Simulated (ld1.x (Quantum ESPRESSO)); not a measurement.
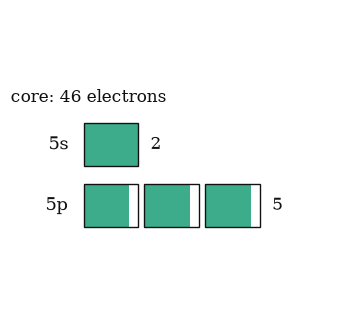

*The valence shells of the reference configuration: a box for each of the 2l + 1 orbitals, shaded by the share of the shell that is filled, with the electron count at the right.*

Run report: I, pseudopotential generation

System: iodine (I, Z = 53), core [Kr] 4d10, reference valence 5s2 5p5, valence charge 7.
Method: RRKJ potential, PBE, scalar-relativistic, made with ld1.x (Quantum ESPRESSO) 7.5.

### The input
```
 &input
   title='I', zed=53., rel=1, dft='PBE', iswitch=3,
   config='[Kr] 4d10 5s2 5p5',
   nld=2, rlderiv=2.20, eminld=-3.0, emaxld=5.0, deld=0.02
 /
 &inputp
   pseudotype=2, tm=.false., lloc=-1, rcloc=1.85,
   nlcc=.false.,
   file_pseudopw='I.UPF', file_wfcaegen='ae.wfc', file_wfcncgen='nc.wfc', file_beta='beta', file_chi='chi'
 /
2
5S  1  0   2.00   0.00  1.85  1.85  0.0
5P  2  1   5.00   0.00  2.00  2.00  0.0
 &test
   configts(1)='5s2 5p5'
 /
```

Hardware: 1 CPU thread, shared host.

Launched with:
```bash
ld1.x < I.in > I.out
```

### The program's output
```
     Program LD1 v.7.5
     --------------------------- All-electron run ----------------------------

     I
     scalar relativistic calculation

     atomic number is 53.00
     dft =PBE   lsd =0 sic =0 latt =0  beta=0.20 tr2=1.0E-14
     Exchange-correlation= PBE
                           (   1   4   3   4   0   0   0)
     mesh =1247 r(mesh) =  99.95380 a.u. xmin = -7.00 dx = 0.01250
     1 Ry =  13.60569312 eV, c = 137.03599908

     n l     nl                  e(Ry)          e(Ha)          e(eV)
     1 0     1S 1( 2.00)     -2424.3583     -1212.1792    -32985.0753
     2 0     2S 1( 2.00)      -374.5694      -187.2847     -5096.2757
     2 1     2P 1( 6.00)      -336.1798      -168.0899     -4573.9590
     3 0     3S 1( 2.00)       -75.5998       -37.7999     -1028.5883
     3 1     3P 1( 6.00)       -63.1611       -31.5805      -859.3504
     4 0     4S 1( 2.00)       -13.2735        -6.6367      -180.5947
     4 1     4P 1( 6.00)        -9.3762        -4.6881      -127.5694
     3 2     3D 1(10.00)       -44.5378       -22.2689      -605.9680
     4 2     4D 1(10.00)        -3.6954        -1.8477       -50.2791
     5 0     5S 1( 2.00)        -1.2794        -0.6397       -17.4072
     5 1     5P 1( 5.00)        -0.5208        -0.2604        -7.0858

     final scf error:  6.9E-15 reached in  24 iterations

     Etot =  -14232.800439 Ry,   -7116.400219 Ha, -193647.115053 eV

     Ekin =   14939.887313 Ry,    7469.943657 Ha,  203267.522078 eV
     Encl =  -34438.631382 Ry,  -17219.315691 Ha, -468561.450163 eV
     Eh   =    5627.968328 Ry,    2813.984164 Ha,   76572.409982 eV
     Exc  =    -362.024698 Ry,    -181.012349 Ha,   -4925.596949 eV

     normalization and overlap integrals

     s(1S/1S) =  1.000000  <r> =   0.0272  <r2> =    0.0010  r(max) =   0.0175
     s(2S/2S) =  1.000000  <r> =   0.1172  <r2> =    0.0162  r(max) =   0.0995
     s(2P/2P) =  1.000000  <r> =   0.1025  <r2> =    0.0128  r(max) =   0.0794
     s(3S/3S) =  1.000000  <r> =   0.3141  <r2> =    0.1127  r(max) =   0.2843
     s(3P/3P) =  1.000000  <r> =   0.3121  <r2> =    0.1130  r(max) =   0.2807
     s(4S/4S) =  1.000000  <r> =   0.7400  <r2> =    0.6185  r(max) =   0.6820
     s(4P/4P) =  1.000000  <r> =   0.7920  <r2> =    0.7147  r(max) =   0.7169
     s(3D/3D) =  1.000000  <r> =   0.2886  <r2> =    0.0986  r(max) =   0.2327
     s(4D/4D) =  1.000000  <r> =   0.9213  <r2> =    0.9944  r(max) =   0.7825
     s(5S/5S) =  1.000000  <r> =   1.9657  <r2> =    4.3827  r(max) =   1.6984
     s(5P/5P) =  1.000000  <r> =   2.4752  <r2> =    7.0926  r(max) =   2.0233

     ------------------------ End of All-electron run ------------------------

     --------------------- Generating NC pseudopotential ---------------------

      Generating local potential from pseudized AE potential:
      Matching radius rcloc =   1.8500

      Local pseudo, rcloc= 1.831 Estimated cut-off energy=     7.43 Ry
     Message from routine compute phi:
     negative determinant

      ld=  -0.198312 f2ae -1.081201 faenor  0.460317
           0        1248        1247   99.953800721133646

 %%%%%%%%%%%%%%%%%%%%%%%%%%%%%%%%%%%%%%%%%%%%%%%%%%%%%%%%%%%%%%%%%%%%%%%%%%%%%%
     Error in routine compute_chi (1):
     n is too large
 %%%%%%%%%%%%%%%%%%%%%%%%%%%%%%%%%%%%%%%%%%%%%%%%%%%%%%%%%%%%%%%%%%%%%%%%%%%%%%

     stopping ...
```

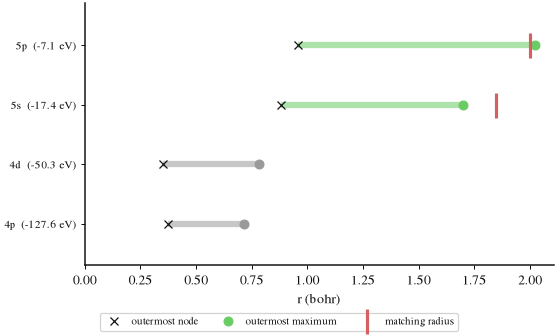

*Outer shells of the all-electron reference atom: each bar runs from the outermost node (or the nucleus) to the outermost maximum of u(r); the tick is the radius chosen for the pseudo-wave. Shells without a tick have no pseudo-wave of their own. Levels, nodes and maxima are from ld1.x, scalar-relativistic.*

- Radii against the shells: 5s: 1.85 bohr, outside the maximum; 5p: 2.00 bohr, between node and maximum.

### Outcome

- outcome: ended with an error

### Diagnosis

The generator stopped with the message “compute_chi: n is too large”. In words: the routine that builds χ = (ε − T − V_loc)φ ran off the radial mesh.
